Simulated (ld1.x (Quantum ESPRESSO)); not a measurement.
# Pseudopotential generation for molybdenum: TM, PBE

Aim: build the potential from the settings below, then test how well it stands in for the atom: other configurations, scattering, ghost states and the plane-wave cutoff that it needs.

Program: ld1.x (Quantum ESPRESSO) 7.5. Reference atom: PBE, scalar-relativistic, spherical and spin-unpolarised. All values are calculated.

### Step 1. The design

The settings as typed:

```json
{"element": "molybdenum (Mo, Z = 42)", "type": "norm-conserving Troullier–Martins (Kleinman–Bylander form)", "frozen core": "[Kr]", "valence charge": "6", "reference configuration": "4d5 5s1 5p0", "partial waves": "5s (bound): rc 3.00 bohr; 5p (bound, empty): rc 4.05 bohr; 4d (bound): rc 1.30 bohr", "local potential": "the d channel", "core correction": "Bessel-smoothed model core, default radius (core density twice the valence density)"}
```

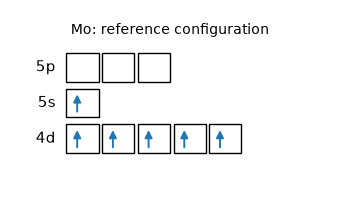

The outer shells as boxes. The arrows follow Hund's rule for the drawing; the calculation itself is spin-unpolarised.

The nodes and maxima of the atom's own shells, from an earlier all-electron run, set the scale for the radii.

All-electron outer shells of the reference configuration (PBE, scalar-relativistic, ld1.x):

```json
{"shell": "4s", "level (eV)": "-64.35", "outermost node (bohr)": "0.51", "outermost maximum (bohr)": "0.99"}
{"shell": "4p", "level (eV)": "-38.49", "outermost node (bohr)": "0.52", "outermost maximum (bohr)": "1.08"}
{"shell": "5s", "level (eV)": "-4.09", "outermost node (bohr)": "1.34", "outermost maximum (bohr)": "2.93"}
{"shell": "4d", "level (eV)": "-3.75", "outermost node (bohr)": "0.53", "outermost maximum (bohr)": "1.38"}
{"shell": "5p", "level (eV)": "-1.04", "outermost node (bohr)": "1.54", "outermost maximum (bohr)": "4.11"}
```

### Step 2. Generating the potential

Input file Mo.in:

```
 &input
   title='Mo', zed=42., rel=1, dft='PBE', iswitch=3,
   config='[Kr] 4d5 5s1 5p0',
   nld=3, rlderiv=4.40, eminld=-2.0, emaxld=5.0, deld=0.02
 /
 &inputp
   pseudotype=2, tm=.true., lloc=2,
   nlcc=.true., new_core_ps=.true.,
   file_pseudopw='Mo.UPF', file_wfcaegen='ae.wfc', file_wfcncgen='nc.wfc', file_beta='beta', file_chi='chi'
 /
3
5S  1  0   1.00   0.00  3.00  3.00  0.0
5P  2  1   0.00   0.00  4.05  4.05  0.0
4D  3  2   5.00   0.00  1.30  1.30  0.0
 &test
   configts(1)='4d5 5s1 5p0'
 /
```

Command:

```
$ ld1.x < Mo.in > Mo.out
```

Output in Mo.out (without the banner and most projector matrices):

```text
     Program LD1 v.7.5
     --------------------------- All-electron run ----------------------------

     Mo
     scalar relativistic calculation

     atomic number is 42.00
     dft =PBE   lsd =0 sic =0 latt =0  beta=0.20 tr2=1.0E-14
     Exchange-correlation= PBE
                           (   1   4   3   4   0   0   0)
     mesh =1229 r(mesh) = 100.71859 a.u. xmin = -7.00 dx = 0.01250
     1 Ry =  13.60569312 eV, c = 137.03599908

     n l     nl                  e(Ry)          e(Ha)          e(eV)
     1 0     1S 1( 2.00)     -1456.9408      -728.4704    -19822.6900
     2 0     2S 1( 2.00)      -205.7692      -102.8846     -2799.6323
     2 1     2P 1( 6.00)      -183.9502       -91.9751     -2502.7696
     3 0     3S 1( 2.00)       -35.0245       -17.5123      -476.5332
     3 1     3P 1( 6.00)       -27.8740       -13.9370      -379.2445
     4 0     4S 1( 2.00)        -4.7294        -2.3647       -64.3466
     4 1     4P 1( 6.00)        -2.8286        -1.4143       -38.4852
     3 2     3D 1(10.00)       -16.2417        -8.1208      -220.9794
     4 2     4D 1( 5.00)        -0.2758        -0.1379        -3.7528
     5 0     5S 1( 1.00)        -0.3003        -0.1502        -4.0863
     5 1     5P 1( 0.00)        -0.0767        -0.0383        -1.0434

     final scf error:  3.3E-18 reached in  30 iterations

     Etot =   -8097.243804 Ry,   -4048.621902 Ha, -110168.614336 eV

     Ekin =    8348.961097 Ry,    4174.480548 Ha,  113593.402581 eV
     Encl =  -19514.479581 Ry,   -9757.239791 Ha, -265508.020634 eV
     Eh   =    3315.195666 Ry,    1657.597833 Ha,   45105.534870 eV
     Exc  =    -246.920985 Ry,    -123.460493 Ha,   -3359.531153 eV

     normalization and overlap integrals

     s(1S/1S) =  1.000000  <r> =   0.0352  <r2> =    0.0017  r(max) =   0.0229
     s(2S/2S) =  1.000000  <r> =   0.1537  <r2> =    0.0279  r(max) =   0.1303
     s(2P/2P) =  1.000000  <r> =   0.1340  <r2> =    0.0219  r(max) =   0.1041
     s(3S/3S) =  1.000000  <r> =   0.4289  <r2> =    0.2107  r(max) =   0.3819
     s(3P/3P) =  1.000000  <r> =   0.4306  <r2> =    0.2158  r(max) =   0.3771
     s(4S/4S) =  1.000000  <r> =   1.1075  <r2> =    1.3914  r(max) =   0.9874
     s(4P/4P) =  1.000000  <r> =   1.2378  <r2> =    1.7597  r(max) =   1.0777
     s(3D/3D) =  1.000000  <r> =   0.4153  <r2> =    0.2074  r(max) =   0.3246
     s(4D/4D) =  1.000000  <r> =   1.9997  <r2> =    5.0758  r(max) =   1.3838
     s(5S/5S) =  1.000000  <r> =   3.5954  <r2> =   14.9208  r(max) =   2.9295
     s(5P/5P) =  1.000000  <r> =   5.3883  <r2> =   34.4647  r(max) =   4.1055

     ------------------------ End of All-electron run ------------------------

     --------------------- Generating NC pseudopotential ---------------------

      Generating local pot.: lloc=2, matching radius rcloc =   1.3000

      Computing core charge for nlcc:

       r > 1.44 : true rho core
      Core charge pseudized with two Bessel functions
      Integrated core pseudo-charge :  11.99

      Wfc   5S  rcut= 2.966  Using Troullier-Martins method

      Wfc   5P  rcut= 4.004  Using Troullier-Martins method

     ------------------- End of pseudopotential generation -------------------

     [... the all-electron block is printed once more ...]


     Computing logarithmic derivative in   4.39778
     Computing logarithmic derivative in   4.39778
     Computing the partial wave expansion
     R is outside the sphere for l=    0 j= 0.00
     R is outside the sphere for l=    1 j= 0.00
       no projector for channel:   2

     ---------------------- Testing the pseudopotential ----------------------

     Mo
     scalar relativistic calculation

     atomic number is 42.00   valence charge is  6.00
     dft =PBE   lsd =0 sic =0 latt =0  beta=0.20 tr2=1.0E-14
     mesh =1229 r(mesh) = 100.71859 xmin = -7.00 dx = 0.01250

     n l     nl             e AE (Ry)        e PS (Ry)    De AE-PS (Ry)
     3 2     4D   1( 5.00)       -0.27582       -0.27580       -0.00003
     1 0     5S   1( 1.00)       -0.30034       -0.30034        0.00000
     2 1     5P   1( 0.00)       -0.07669       -0.07669       -0.00000

     eps = 1.8E-15  iter = 12

     Etot =   -8097.243804 Ry,   -4048.621902 Ha, -110168.614336 eV
     Etotps =   -34.400315 Ry,     -17.200157 Ha,    -468.040126 eV

     Ekin =      18.137086 Ry,       9.068543 Ha,     246.767625 eV
     Encl =     -43.204509 Ry,     -21.602255 Ha,    -587.827294 eV
     Ehrt =      14.764874 Ry,       7.382437 Ha,     200.886351 eV
     Ecxc =     -24.431389 Ry,     -12.215694 Ha,    -332.405979 eV
     (Ecc =     -18.483170 Ry,      -9.241585 Ha,    -251.476345 eV)
     Epseu=       0.333623 Ry,       0.166811 Ha,       4.539171 eV

     ---------------------- End of pseudopotential test ----------------------
```

Run time: 2.7 s. Hardware: 1 thread, shared host. (Generation and the later configuration tests together.)

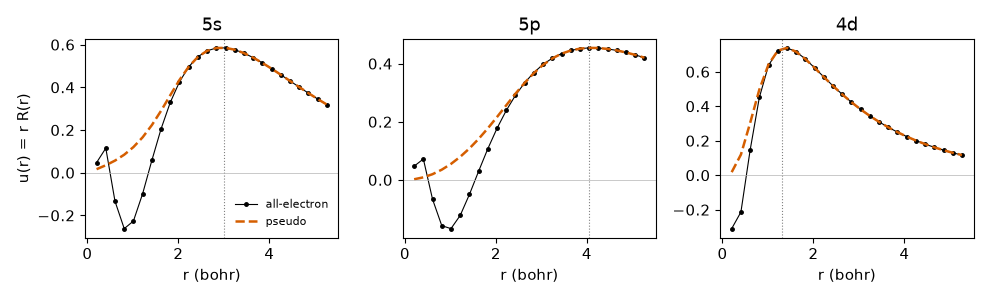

Bound waves of the atom and their pseudo partners (5s, 5p, 4d), with the matching radii dotted. The curves join 26 sampled radii, too few to resolve the innermost nodes.

### Step 3. Configuration tests

Input file Mo.test.in:

```
 &input
   title='Mo', zed=42., rel=1, dft='PBE', iswitch=2,
   config='[Kr] 4d5 5s1 5p0'
 /
 &test
   file_pseudo='Mo.UPF', nconf=8,
   configts(1)='4d5 5s1 5p0',
   configts(2)='4d5 5s0 5p0',
   configts(3)='4d4 5s0 5p0',
   configts(4)='4d3 5s0 5p0',
   configts(5)='4d4 5s1 5p1',
   configts(6)='4d5 5s0.5 5p0',
   configts(7)='4d6 5s0 5p0',
   configts(8)='4d2 5s0 5p0'
 /
```

Command:

```
$ ld1.x < Mo.test.in > Mo.test.out
```

Mo.test.out, the pseudopotential blocks, each with the warnings that came before it:

```text
     ---------------------- Testing the pseudopotential ----------------------

     Mo
     scalar relativistic calculation

     atomic number is 42.00   valence charge is  6.00
     dft =PBE   lsd =0 sic =0 latt =0  beta=0.20 tr2=1.0E-14
     mesh =1229 r(mesh) = 100.71859 xmin = -7.00 dx = 0.01250

     n l     nl             e AE (Ry)        e PS (Ry)    De AE-PS (Ry)
     3 2     4D   1( 5.00)       -0.27582       -0.27580       -0.00003
     1 0     5S   1( 1.00)       -0.30034       -0.30034        0.00000
     2 1     5P   1( 0.00)       -0.07669       -0.07669       -0.00000

     eps = 1.5E-15  iter = 12

     Etot =   -8097.243804 Ry,   -4048.621902 Ha, -110168.614336 eV
     Etotps =   -34.400315 Ry,     -17.200157 Ha,    -468.040129 eV

     Ekin =      18.137086 Ry,       9.068543 Ha,     246.767623 eV
     Encl =     -43.204509 Ry,     -21.602255 Ha,    -587.827295 eV
     Ehrt =      14.764875 Ry,       7.382437 Ha,     200.886352 eV
     Ecxc =     -24.431389 Ry,     -12.215694 Ha,    -332.405979 eV
     (Ecc =     -18.483170 Ry,      -9.241585 Ha,    -251.476345 eV)
     Epseu=       0.333623 Ry,       0.166811 Ha,       4.539171 eV

     ---------------------- End of pseudopotential test ----------------------

     ---------------------- Testing the pseudopotential ----------------------

     Mo
     [...]
     n l     nl             e AE (Ry)        e PS (Ry)    De AE-PS (Ry)
     3 2     4D   1( 5.00)       -0.76541       -0.76353       -0.00188
     1 0     5S   1( 0.00)       -0.72238       -0.72493        0.00255
     2 1     5P   1( 0.00)       -0.43422       -0.43643        0.00221

     eps = 7.4E-15  iter =  9

     Etot =   -8096.737397 Ry,   -4048.368698 Ha, -110161.724320 eV
     Etotps =   -33.892693 Ry,     -16.946347 Ha,    -461.133585 eV
     dEtot_ae =       0.506407 Ry
     dEtot_ps =       0.507622 Ry,   Delta E=      -0.001215 Ry

     [...]
     ---------------------- End of pseudopotential test ----------------------

     Warning: n=2, l=1 expected 0 nodes, found 1
     ---------------------- Testing the pseudopotential ----------------------

     Mo
     [...]
     n l     nl             e AE (Ry)        e PS (Ry)    De AE-PS (Ry)
     3 2     4D   1( 4.00)       -1.53074       -1.54091        0.01017  !
     1 0     5S   1( 0.00)       -1.30116       -1.30533        0.00417
     2 1     5P   1( 0.00)       -0.93263       -0.93263        0.00000

     eps = 4.9E-15  iter =  7

     Etot =   -8095.600994 Ry,   -4047.800497 Ha, -110146.262764 eV
     Etotps =   -32.753653 Ry,     -16.376827 Ha,    -445.636154 eV
     dEtot_ae =       1.642810 Ry
     dEtot_ps =       1.646662 Ry,   Delta E=      -0.003852 Ry

     [...]
     ---------------------- End of pseudopotential test ----------------------

     Warning: n=1, l=0 expected 0 nodes, found 1
     ---------------------- Testing the pseudopotential ----------------------

     Mo
     [...]
     n l     nl             e AE (Ry)        e PS (Ry)    De AE-PS (Ry)
     3 2     4D   1( 3.00)       -2.41857       -2.46088        0.04231  !
     1 0     5S   1( 0.00)       -1.96231       -1.96231        0.00000
     2 1     5P   1( 0.00)       -1.51918       -1.51918        0.00000

     eps = 4.6E-17  iter =  7

     Etot =   -8093.635334 Ry,   -4046.817667 Ha, -110119.518600 eV
     Etotps =   -30.763475 Ry,     -15.381738 Ha,    -418.558403 eV
     dEtot_ae =       3.608470 Ry
     dEtot_ps =       3.636840 Ry,   Delta E=      -0.028370 Ry

     [...]
     ---------------------- End of pseudopotential test ----------------------

     BEWARE! Errors in PS-KS equations
     ---------------------- Testing the pseudopotential ----------------------

     Mo
     [...]
     n l     nl             e AE (Ry)        e PS (Ry)    De AE-PS (Ry)
     3 2     4D   1( 4.00)       -0.50858       -0.94609        0.43751  !
     1 0     5S   1( 1.00)       -0.42105       -0.80502        0.38397  !
     2 1     5P   1( 1.00)       -0.15369       -0.15369        0.00000

     eps = 9.0E-15  iter = 37

     Etot =   -8096.968939 Ry,   -4048.484469 Ha, -110164.874606 eV
     Etotps =   -33.958499 Ry,     -16.979250 Ha,    -462.028921 eV
     dEtot_ae =       0.274865 Ry
     dEtot_ps =       0.441816 Ry,   Delta E=      -0.166950 Ry

     [...]
     ---------------------- End of pseudopotential test ----------------------

     ---------------------- Testing the pseudopotential ----------------------

     Mo
     [...]
     n l     nl             e AE (Ry)        e PS (Ry)    De AE-PS (Ry)
     3 2     4D   1( 5.00)       -0.51001       -0.50897       -0.00104
     1 0     5S   1( 0.50)       -0.50411       -0.50514        0.00103
     2 1     5P   1( 0.00)       -0.24675       -0.24752        0.00077

     eps = 9.1E-15  iter = 17

     Etot =   -8097.043394 Ry,   -4048.521697 Ha, -110165.887628 eV
     Etotps =   -34.199623 Ry,     -17.099812 Ha,    -465.309580 eV
     dEtot_ae =       0.200409 Ry
     dEtot_ps =       0.200692 Ry,   Delta E=      -0.000282 Ry

     [...]
     ---------------------- End of pseudopotential test ----------------------

     ---------------------- Testing the pseudopotential ----------------------

     Mo
     [...]
     n l     nl             e AE (Ry)        e PS (Ry)    De AE-PS (Ry)
     3 2     4D   1( 6.00)       -0.16965       -0.16889       -0.00076
     1 0     5S   1( 0.00)       -0.25380       -0.25819        0.00439
     2 1     5P   1( 0.00)       -0.05553       -0.05807        0.00254

     eps = 6.6E-15  iter =  9

     Etot =   -8097.187759 Ry,   -4048.593880 Ha, -110167.851813 eV
     Etotps =   -34.341094 Ry,     -17.170547 Ha,    -467.234389 eV
     dEtot_ae =       0.056044 Ry
     dEtot_ps =       0.059221 Ry,   Delta E=      -0.003176 Ry

     [...]
     ---------------------- End of pseudopotential test ----------------------

     ---------------------- Testing the pseudopotential ----------------------

     Mo
     [...]
     n l     nl             e AE (Ry)        e PS (Ry)    De AE-PS (Ry)
     3 2     4D   1( 2.00)       -3.40343       -3.49933        0.09591  !
     1 0     5S   1( 0.00)       -2.69065       -3.40383        0.71319  !
     2 1     5P   1( 0.00)       -2.17762       -2.17762        0.00000

     eps = 2.7E-18  iter =  7

     Etot =   -8090.731820 Ry,   -4045.365910 Ha, -110080.014279 eV
     Etotps =   -27.792453 Ry,     -13.896226 Ha,    -378.135584 eV
     dEtot_ae =       6.511984 Ry
     dEtot_ps =       6.607862 Ry,   Delta E=      -0.095878 Ry

     [...]
     ---------------------- End of pseudopotential test ----------------------
```

1 test gave no usable energy difference (4d4 5s1 5p1).

Excitation and ionisation energies from 4d5 5s1 5p0, with the error of the potential. A star marks tests that logged a warning.

| valence configuration | charge | ΔE all-electron (eV) | error AE − PS (meV) |
| --- | --- | --- | --- |
| 4d5 5s0 5p0 | +1 | 6.890 | -17 |
| 4d4 5s0 5p0 * | +2 | 22.352 | -52 |
| 4d3 5s0 5p0 * | +3 | 49.096 | -386 |
| 4d5 5s0.5 5p0 | +0.5 | 2.727 | -3.8 |
| 4d6 5s0 5p0 | 0 | 0.763 | -43 |
| 4d2 5s0 5p0 | +4 | 88.600 | -1304 |

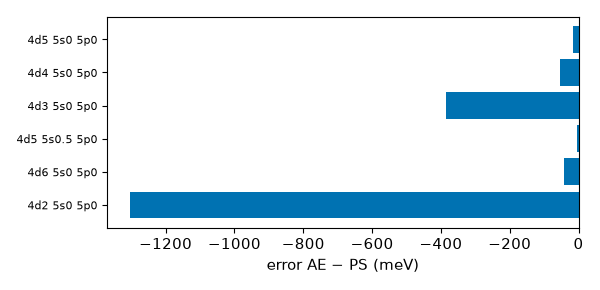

Error of the potential in each test configuration.

### Step 4. Scattering by logarithmic derivatives

Taken from the files of the generation run. The phase is arctan(r·u′/u) with u = r·R, unwrapped, with energies in Ry. A pole is an energy at which the radial function vanishes at the test radius. The pseudo phase is shifted by a multiple of π to meet the all-electron one at the reference energy. Levels narrower than the energy grid can be missing from the poles. The last column is the largest difference on the grid between −1 and +1 Ry.

```tsv
channel	radius (bohr)	reference (Ry)	poles AE	poles PS	window around the reference with phases within 0.05 rad (Ry)	largest difference near zero (rad)
s	4.40	-0.30	0.03, 2.68	0.02, 2.09, 4.20	below 0.7	0.114
p	4.40	-0.08	0.55, 3.36	-1.99, 0.54, 2.89	-2.0 to 1.3	0.010
d	4.40	-0.28	-0.23, 1.60, 4.65	-0.23, 1.59, 4.62	below 2.9	0.002
```

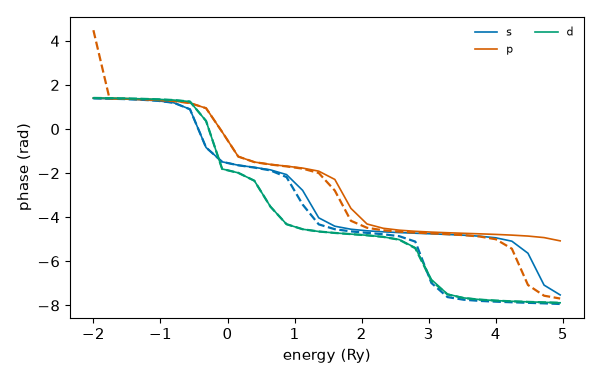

All-electron (solid) and pseudo (dashed) phases against energy.

### Step 5. Cutoff and ghost test in a Bessel basis

This step uses the generator's waves and projectors in a separate script. Basis: spherical Bessel functions vanishing at 20 bohr, q² up to the cutoff; potential fixed at the reference.

All-electron valence levels (Ry): 5s -0.3003, 5p -0.0767, 4d -0.2758. The lowest levels of each channel (Ry) by cutoff; the last column sums, over occupied levels, occupation times the distance from the level at 400 Ry. A positive value at high cutoff is not a bound level.

```
cutoff (Ry)     s #1     s #2     p #1     p #2     d #1    f #1  Σ f·Δε (mRy)
          8  -3.9571  -0.2981  -0.0767   0.0503   0.0090  0.1049        1426.1
         15  -6.3752  -0.3002  -1.0107  -0.0766  -0.1128  0.1049         815.2
         25  -7.2433  -0.3003  -1.7404  -0.0766  -0.2312  0.1049         222.8
         45  -7.4388  -0.3003  -1.9842  -0.0766  -0.2729  0.1049          14.5
         50  -7.4422  -0.3003  -1.9907  -0.0766  -0.2744  0.1049           6.8
         60  -7.4429  -0.3003  -1.9960  -0.0766  -0.2753  0.1049           2.6
         70  -7.4429  -0.3003  -1.9973  -0.0766  -0.2756  0.1049           0.9
         90  -7.4432  -0.3003  -1.9975  -0.0766  -0.2758  0.1049           0.1
        400  -7.4436  -0.3003  -1.9977  -0.0766  -0.2758  0.1049           0.0
```

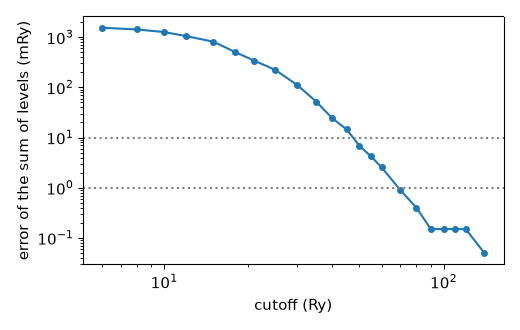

Occupation-weighted error of the valence levels against the cutoff; the dotted lines mark 10 and 1 mRy.

The sum stays within 10 mRy from 50 Ry and within 1 mRy from 70 Ry. The sum leaves out empty levels, which can need more. Ghost test: ghost states, bound below the all-electron valence or empty levels of the same l: s at -101.3 eV, p at -27.2 eV.

### Step 6. Outcome

| quantity | value |
| --- | --- |
| cutoffs for 10 and 1 mRy, occupied levels | 50 Ry and 70 Ry |
| bound ghosts | s at -101.28 eV, p at -27.18 eV |
| largest test error (AE − PS) | -1304 meV, for 4d2 5s0 5p0 (1 test unsolved) |
| largest phase difference near zero energy, channels read | 0.114 rad |

What this shows: A bound ghost (s, p) makes it unfit for use: electrons can fall into a state that the atom doesn't have. By total energies transferability is poor: the largest error is 1304 meV on 88.6 eV, for 4d2 5s0 5p0. That test lies far up in energy; among those under 40 eV, nearer to bonding, the largest error is 52 meV. Of the tests 1 gave no usable energy difference, which is a warning in itself. It counts as of middling hardness, with 50 Ry needed at the looser tolerance. The slowest occupied level is 4d: taken alone it needs 55 Ry to come within 1 mRy, against 12 Ry for 5s. Near zero energy the largest phase difference among the channels read is 0.11 rad, in the s channel. The pseudo curves have a pole with no partner nearby in the atom's: p at -1.99 Ry. These are tests on the free atom; a crystal test is still owed.
